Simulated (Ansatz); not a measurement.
**Molecular dynamics of C2H6O2Si (part 1 of 2)**

The run: molecular dynamics of C2H6O2Si. Method and program: RKS PBE-d4/def2-SVP (Ansatz 0.2.0).

The geometry comes from this level: PBE0-D4/def2-TZVP. Figures and captions count atoms from 1; the log counts them from 0 in places.

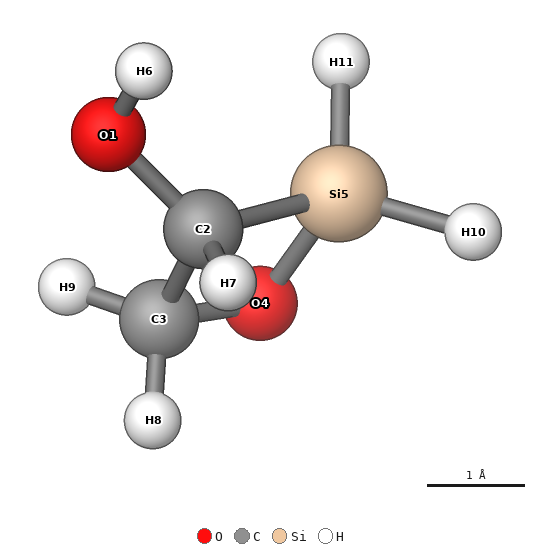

*The starting structure (ball-and-stick view, seen at a tilt; atoms are numbered from 1 in the order of the input).*

Bond lengths as drawn: C–C 1.54 Å, C–H 1.09 to 1.10 Å, C–O 1.41 to 1.45 Å, C–Si 1.90 Å, H–O 0.96 Å, H–Si 1.49 Å and O–Si 1.67 Å.

The input
```yaml
crystal:
  periodic: [false, false, false]
  atoms:
    - {symbol: O, position_ang: [-1.531091, 0.975447, 0.144756]}
    - {symbol: C, position_ang: [-0.167265, 0.634405, 0.293145]}
    - {symbol: C, position_ang: [-0.029740, -0.731369, 0.998057]}
    - {symbol: O, position_ang: [0.702443, -1.514786, 0.026467]}
    - {symbol: Si, position_ang: [0.732164, -0.291271, -1.103274]}
    - {symbol: H, position_ang: [-1.596840, 1.742254, -0.428967]}
    - {symbol: H, position_ang: [0.390090, 1.421903, 0.812360]}
    - {symbol: H, position_ang: [0.532323, -0.694669, 1.934489]}
    - {symbol: H, position_ang: [-1.016782, -1.165576, 1.177108]}
    - {symbol: H, position_ang: [2.108971, 0.117142, -1.496592]}
    - {symbol: H, position_ang: [-0.059072, -0.550479, -2.337050]}
basis:
  gaussian: {orbitals: def2-SVP}
hamiltonian: {xc: {name: PBE}, dispersion: d4}
md: {timestep: 1 fs, n_steps: 20, ensemble: nvt_nose_hoover, temperature: 1000, initial_velocities: maxwell_boltzmann, seed: 66}
```

Machine: 4 threads of Arm Neoverse V1, 23 GiB of memory available, shared host.

Run as:
```bash
ansatz run in.yaml --threads 4 --pin off --events-out ev --progress --plain --max-ram 10444MiB
```

What the program printed
```
Functional definition: PBE
  name "PBE"
  cite "Perdew, Burke & Ernzerhof, Phys. Rev. Lett. 77, 3865 (1996) doi:10.1103/PhysRevLett.77.3865"
  parent pbe
  parameter kappa = 0.804
  parameter beta = 0.06672455060314922
  exchange = pbe_x(kappa = kappa, mu = beta*pi^2/3)
  correlation = pbe_c(beta = beta)
1146 factors; their error is unknown
mean field evaluation 1: about -14115.5359 eV, gradient 6.5e1 eV
mean field evaluation 2: about -14082.7897 eV, gradient 1.4e2 eV
mean field evaluation 4: about -14124.1202 eV, gradient 1.3e1 eV
mean field evaluation 8: about -14124.4292 eV, gradient 2.2e-1 eV
mean field evaluation 16: about -14124.3570 eV, gradient 1.9e-4 eV
mean field -14124.35701184 eV, -519.0605463520 hartree, gradient 1.3e-5 eV, S^2 0.000000; 0 other end points of the search recorded, 0 dependent functions left out
the calculation of the forces begins
reference -14124.35704512 eV, -519.0605475750 hartree; 24, 24 occupied and 80, 80 virtual orbitals, 1146 factors
md step     0: t =     0.00 fs  T =  1000.0 K  F+E_penalty+E_count = -14124.58003056 eV  E_kin = 1.163340 eV  conserved = -14123.41669057 eV  (28 SCF iters)
these checks for a lower state are left out or cut short: starts, cluster_reference, orbital_swaps, neighbouring_geometries, increment
1146 factors; their error is unknown
mean field -14124.21443450 eV, -519.0553067315 hartree, gradient 2.0e-5 eV, S^2 0.000000; 0 other end points of the search recorded, 0 dependent functions left out
[... from here on the field's lines of each further geometry are left out, up to the last ...]
md step     1: t =     1.00 fs  T =   883.2 K  F+E_penalty+E_count = -14124.43835070 eV  E_kin = 1.027448 eV  conserved = -14123.41090594 eV  (29 SCF iters, 3 dispersion substeps)
md step     2: t =     2.00 fs  T =   684.6 K  F+E_penalty+E_count = -14124.19315615 eV  E_kin = 0.796445 eV  conserved = -14123.39673888 eV  (31 SCF iters, 3 dispersion substeps)
md step     3: t =     3.00 fs  T =   563.5 K  F+E_penalty+E_count = -14124.04966125 eV  E_kin = 0.655539 eV  conserved = -14123.39421394 eV  (31 SCF iters, 3 dispersion substeps)
md step     4: t =     4.00 fs  T =   557.5 K  F+E_penalty+E_count = -14124.05083165 eV  E_kin = 0.648538 eV  conserved = -14123.40249812 eV  (30 SCF iters, 3 dispersion substeps)
md step     5: t =     5.00 fs  T =   573.8 K  F+E_penalty+E_count = -14124.07583209 eV  E_kin = 0.667555 eV  conserved = -14123.40865453 eV  (30 SCF iters, 3 dispersion substeps)
md step     6: t =     6.00 fs  T =   531.6 K  F+E_penalty+E_count = -14124.02472028 eV  E_kin = 0.618428 eV  conserved = -14123.40689353 eV  (30 SCF iters, 3 dispersion substeps)
md step     7: t =     7.00 fs  T =   445.3 K  F+E_penalty+E_count = -14123.91687694 eV  E_kin = 0.518092 eV  conserved = -14123.39963668 eV  (30 SCF iters, 3 dispersion substeps)
md step     8: t =     8.00 fs  T =   390.8 K  F+E_penalty+E_count = -14123.85078498 eV  E_kin = 0.454632 eV  conserved = -14123.39727363 eV  (30 SCF iters, 3 dispersion substeps)
md step     9: t =     9.00 fs  T =   398.5 K  F+E_penalty+E_count = -14123.86207625 eV  E_kin = 0.463537 eV  conserved = -14123.39997001 eV  (31 SCF iters, 3 dispersion substeps)
md step    10: t =    10.00 fs  T =   443.0 K  F+E_penalty+E_count = -14123.91464669 eV  E_kin = 0.515394 eV  conserved = -14123.40107342 eV  (30 SCF iters, 3 dispersion substeps)
md step    11: t =    11.00 fs  T =   503.8 K  F+E_penalty+E_count = -14123.98629781 eV  E_kin = 0.586039 eV  conserved = -14123.40257930 eV  (30 SCF iters, 3 dispersion substeps)
md step    12: t =    12.00 fs  T =   567.4 K  F+E_penalty+E_count = -14124.05986177 eV  E_kin = 0.660070 eV  conserved = -14123.40274070 eV  (30 SCF iters, 3 dispersion substeps)
md step    13: t =    13.00 fs  T =   641.0 K  F+E_penalty+E_count = -14124.14241867 eV  E_kin = 0.745674 eV  conserved = -14123.40046459 eV  (31 SCF iters, 3 dispersion substeps)
md step    14: t =    14.00 fs  T =   737.6 K  F+E_penalty+E_count = -14124.25906903 eV  E_kin = 0.858076 eV  conserved = -14123.40564992 eV  (31 SCF iters, 3 dispersion substeps)
md step    15: t =    15.00 fs  T =   798.3 K  F+E_penalty+E_count = -14124.33552712 eV  E_kin = 0.928643 eV  conserved = -14123.41263339 eV  (31 SCF iters, 3 dispersion substeps)
md step    16: t =    16.00 fs  T =   751.7 K  F+E_penalty+E_count = -14124.27712610 eV  E_kin = 0.874438 eV  conserved = -14123.40957909 eV  (30 SCF iters, 3 dispersion substeps)
md step    17: t =    17.00 fs  T =   623.1 K  F+E_penalty+E_count = -14124.12101786 eV  E_kin = 0.724928 eV  conserved = -14123.40403670 eV  (32 SCF iters, 3 dispersion substeps)
md step    18: t =    18.00 fs  T =   483.1 K  F+E_penalty+E_count = -14123.95288835 eV  E_kin = 0.561981 eV  conserved = -14123.39975179 eV  (30 SCF iters, 3 dispersion substeps)
md step    19: t =    19.00 fs  T =   391.5 K  F+E_penalty+E_count = -14123.84251754 eV  E_kin = 0.455436 eV  conserved = -14123.39668991 eV  (32 SCF iters, 3 dispersion substeps)
the calculation of the forces begins
reference -14123.61107417 eV, -519.0331336482 hartree; 24, 24 occupied and 80, 80 virtual orbitals, 1146 factors
1146 factors; their error is unknown
mean field evaluation 192: about -14123.6830 eV, gradient 3.2e-2 eV
mean field -14123.61104064 eV, -519.0331324161 hartree, gradient 1.6e-5 eV, S^2 0.000000; 1 other end points of the search recorded, 0 dependent functions left out
the calculation of the forces begins
reference -14123.61107417 eV, -519.0331336481 hartree; 24, 24 occupied and 80, 80 virtual orbitals, 1146 factors
md step    20: t =    20.00 fs  T =   383.0 K  F+E_penalty+E_count = -14123.83372684 eV  E_kin = 0.445565 eV  conserved = -14123.39850236 eV  (30 SCF iters, 3 dispersion substeps)
```

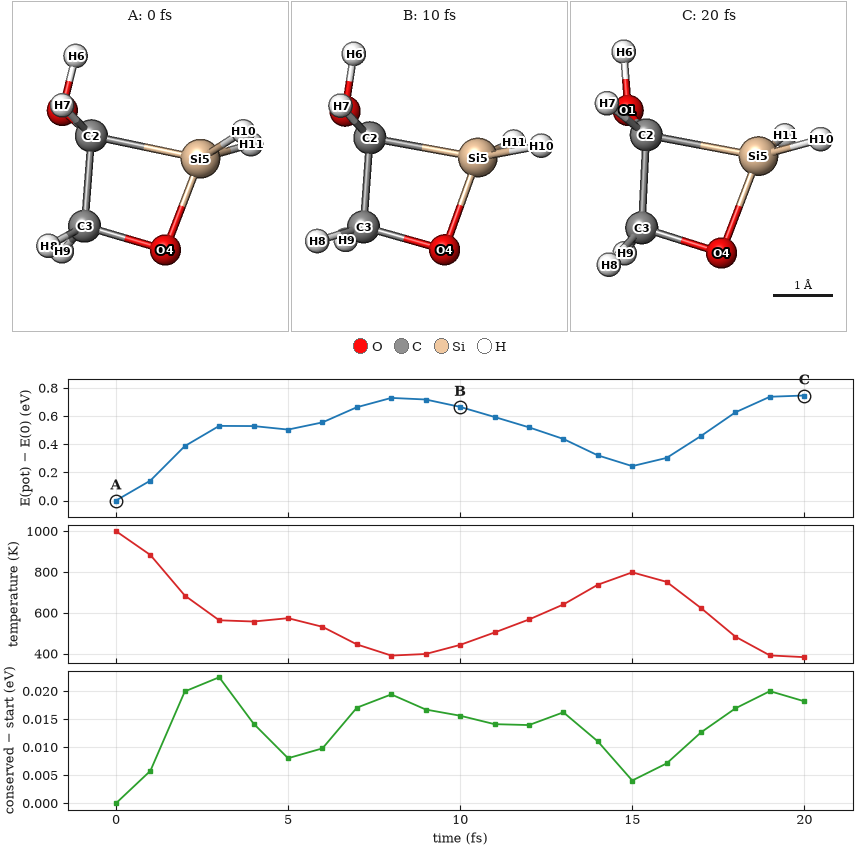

*Frames of the molecular dynamics (ball-and-stick, seen at a tilt) above the curves, on which the letters mark them.*

The trajectory kept here has 21 frames over 20 fs. The temperature starts at 1000 K, ranges from 383 to 1000 K and averages 575 K over the second half. The potential energy ends 0.746 eV above its first value. The conserved quantity stays within 0.022 eV. After an unweighted best fit of the last frame on the first, the root-mean-square displacement is 0.23 Å, and H10 has moved furthest (0.37 Å).

```
Total energy: -14123.83376036 eV, -519.0413172150 hartree
Atom 0 at    -1.452237     0.937864     0.038550 Å, force    -1.983834     1.469500    -0.292400 eV/Å
Atom 1 at    -0.134363     0.675333     0.365213 Å, force     1.278862     0.734922     1.424967 eV/Å
Atom 2 at    -0.076314    -0.765148     1.008596 Å, force     0.852863    -0.920037    -0.330361 eV/Å
Atom 3 at     0.782084    -1.534276     0.109571 Å, force    -0.419906     1.342964    -1.910527 eV/Å
Atom 4 at     0.678922    -0.253374    -1.130899 Å, force    -1.090302    -1.206731     2.578377 eV/Å
Atom 5 at    -1.640034     1.868910    -0.299802 Å, force     0.795430    -1.337065     0.520274 eV/Å
Atom 6 at     0.355404     1.533991     1.038212 Å, force    -0.519122    -1.510425    -1.153054 eV/Å
Atom 7 at     0.378391    -1.049340     1.959142 Å, force     0.248762     1.103613     1.123419 eV/Å
Atom 8 at    -1.059604    -1.243163     1.082172 Å, force    -0.861854     0.225445    -0.345863 eV/Å
Atom 9 at     1.863456    -0.172234    -1.854735 Å, force     2.295389     0.305348    -1.094167 eV/Å
Atom 10 at    -0.408204    -0.302802    -2.111581 Å, force    -0.596287    -0.207534    -0.520664 eV/Å
Dipole moment:    -0.058418     0.601284    -0.040136 e Å
```

Trajectory as extended XYZ (Å, eV, eV/Å), 21 frames, from step=0 to step=20
```
11
Properties=species:S:1:pos:R:3:forces:R:3 step=0 time_fs=0.0 energy=-14124.58003 temperature=1000.0
O    -1.5311    0.9754    0.1448   -0.2840  -0.5487   0.3671
C    -0.1673    0.6344    0.2931   -0.4968   0.0319  -0.0771
C    -0.0297   -0.7314    0.9981    0.2390   0.0354  -0.2995
O     0.7024   -1.5148    0.0265    0.1469  -1.0612   0.5787
Si    0.7322   -0.2913   -1.1033    0.1515   0.6330  -0.7989
H    -1.5968    1.7423   -0.4290    0.0148   0.5584  -0.4197
H     0.3901    1.4219    0.8124    0.4191   0.4490   0.2996
H     0.5323   -0.6947    1.9345    0.2707   0.0231   0.5774
H    -1.0168   -1.1656    1.1771   -0.5885  -0.1789   0.1539
H     2.1090    0.1171   -1.4966    0.3139   0.0919  -0.1026
H    -0.0591   -0.5505   -2.3371   -0.1865  -0.0340  -0.2790
11
Properties=species:S:1:pos:R:3:forces:R:3 step=1 time_fs=1.0 energy=-14124.43835 temperature=883.2
O    -1.5332    0.9701    0.1399    0.0070   0.6232  -0.4279
C    -0.1579    0.6315    0.3004   -1.4067  -0.9310  -0.9720
C    -0.0276   -0.7352    0.9977   -0.1071   0.2439  -0.2089
O     0.7065   -1.5099    0.0229    0.1497  -1.2810   1.0157
Si    0.7295   -0.2892   -1.1015   -0.7527   0.4510  -0.3460
H    -1.5633    1.7722   -0.4377   -0.0436  -0.5349   0.3942
H     0.3870    1.3879    0.7935    1.0940   1.5842   1.0589
H     0.5092   -0.6428    1.9546    0.1846  -0.3284   0.3160
H    -1.0447   -1.1384    1.1413   -0.1866  -0.1918   0.2399
H     2.0602    0.0611   -1.4871    1.4343   0.4439  -0.4712
H    -0.0836   -0.5392   -2.2993   -0.3729  -0.0792  -0.5987
11
Properties=species:S:1:pos:R:3:forces:R:3 step=2 time_fs=2.0 energy=-14124.19316 temperature=684.6
O    -1.5352    0.9651    0.1347    0.3971   1.4531  -0.9185
C    -0.1497    0.6278    0.3068   -1.9695  -1.3665  -1.5139
C    -0.0256   -0.7389    0.9971   -0.4951   0.4225   0.0647
O     0.7106   -1.5057    0.0200    0.1424  -1.4676   1.4067
Si    0.7266   -0.2869   -1.0999   -1.6141   0.3076  -0.0040
H    -1.5301    1.7970   -0.4427   -0.1889  -1.2891   0.9085
H     0.3944    1.3691    0.7848    1.4209   2.1997   1.4666
H     0.4879   -0.5941    1.9778    0.0340  -0.6857  -0.0907
H    -1.0744   -1.1130    1.1078    0.3195  -0.1774   0.3189
H     2.0252    0.0093   -1.4821    2.4509   0.7043  -0.8272
H    -0.1118   -0.5286   -2.2672   -0.4972  -0.1008  -0.8111
11
Properties=species:S:1:pos:R:3:forces:R:3 step=3 time_fs=3.0 energy=-14124.04966 temperature=563.5
O    -1.5371    0.9609    0.1290    0.8149   1.7716  -1.0286
C    -0.1431    0.6230    0.3120   -1.8241  -0.7878  -1.3850
C    -0.0239   -0.7422    0.9966   -0.8529   0.5944   0.3583
O     0.7148   -1.5025    0.0179    0.1305  -1.6075   1.7245
Si    0.7231   -0.2846   -1.0983   -1.9814   0.2753   0.0353
H    -1.4987    1.8095   -0.4390   -0.3619  -1.5397   1.0421
H     0.4154    1.3714    0.7901    1.0454   1.8147   1.2232
H     0.4669   -0.5520    2.0001   -0.0897  -1.0166  -0.4873
H    -1.1011   -1.0894    1.0774    0.7645  -0.1916   0.4011
H     2.0137   -0.0358   -1.4851    2.8621   0.7784  -1.0179
H    -0.1447   -0.5190   -2.2430   -0.5074  -0.0913  -0.8656
11
Properties=species:S:1:pos:R:3:forces:R:3 step=4 time_fs=4.0 energy=-14124.05083 temperature=557.5
O    -1.5384    0.9579    0.1226    1.1891   1.5584  -0.7835
C    -0.1379    0.6175    0.3161   -1.2080   0.4361  -0.8146
C    -0.0229   -0.7450    0.9964   -1.1214   0.7464   0.5564
O     0.7191   -1.5002    0.0169    0.1186  -1.6871   1.9491
Si    0.7189   -0.2822   -1.0966   -1.6097   0.3348  -0.3060
H    -1.4708    1.8073   -0.4253   -0.5044  -1.2635   0.8184
H     0.4464    1.3910    0.8072    0.2102   0.7818   0.5653
H     0.4450   -0.5195    2.0178   -0.1357  -1.2795  -0.7577
H    -1.1204   -1.0676    1.0508    1.0413  -0.2538   0.4805
H     2.0295   -0.0734   -1.4978    2.4057   0.6798  -0.9481
H    -0.1824   -0.5103   -2.2270   -0.3857  -0.0534  -0.7599
11
Properties=species:S:1:pos:R:3:forces:R:3 step=5 time_fs=5.0 energy=-14124.07583 temperature=573.8
O    -1.5390    0.9558    0.1158    1.4600   0.8081  -0.2153
C    -0.1337    0.6125    0.3195   -0.6067   1.6094  -0.2279
C    -0.0229   -0.7473    0.9966   -1.2608   0.8581   0.6011
O     0.7235   -1.4989    0.0170    0.1079  -1.6973   2.0709
Si    0.7142   -0.2796   -1.0951   -0.7389   0.3842  -0.9030
H    -1.4477    1.7929   -0.4038   -0.5680  -0.4498   0.2702
H     0.4794    1.4181    0.8296   -0.5926  -0.2305  -0.0809
H     0.4218   -0.4994    2.0281   -0.0919  -1.4432  -0.8449
H    -1.1298   -1.0482    1.0288    1.1030  -0.3595   0.5453
H     2.0684   -0.1046   -1.5196    1.3472   0.5197  -0.6759
H    -0.2239   -0.5020   -2.2183   -0.1592   0.0008  -0.5396
```
